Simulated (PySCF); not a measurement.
SMILES ClC[SiH3] at its B3LYP/def2-SVP optimised geometry (Å):

```
8

Si     1.0160    -0.1417     0.0000
C     -0.8844    -0.1417     0.0000
Cl    -1.5169     1.5574     0.0000
H      1.5169     0.5555     1.2162
H      1.5168     0.5458    -1.2218
H      1.4948    -1.5574     0.0055
H     -1.2903    -0.6451    -0.8898
H     -1.2906    -0.6454     0.8895
```

Computed with B3LYP/def2-TZVP run with PySCF 2.14.0. Cells within 0.4 Å of a nucleus heavier than hydrogen are left out (blank, or x).

Map of the electron localisation function on the plane z = 0.0 Å:

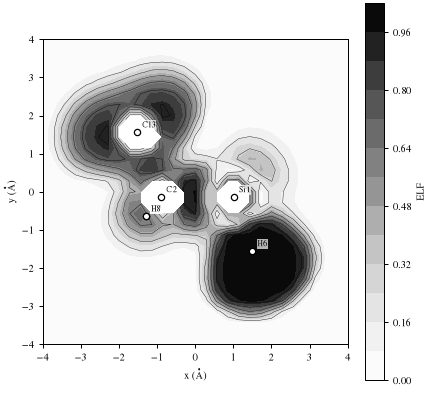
Electron localisation function on the plane z = 0.0 Å.
